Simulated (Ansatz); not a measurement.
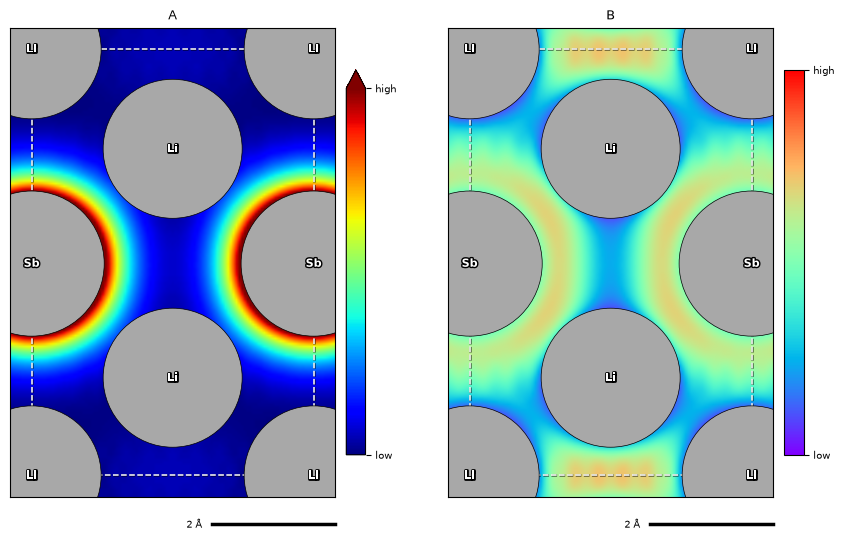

Li7Sb: 2 fields on the (010) plane of the conventional cell, with unlabelled colour scales. Grey discs cover the atomic cores.

Space group Amm2; a structure generated by program, which may or may not match a known phase; changed on purpose from its base cell (volume × 1.03, shape and atoms relaxed).

Level of theory: Ansatz 0.2.0, DFT PBE, scalar-relativistic, plane waves, PAW.

**Match the panels to the quantities (electron localisation function and valence pseudo-density).**

Panel A: valence pseudo-density. Panel B: electron localisation function. From the grid: Li–Sb (2.94 Å): ρ at the midpoint is about 0.19 e/Å³; the ELF peaks at about 0.70 in the valence shell of Sb, 1.5 Å from its nucleus, and is about 0.70 at the midpoint.
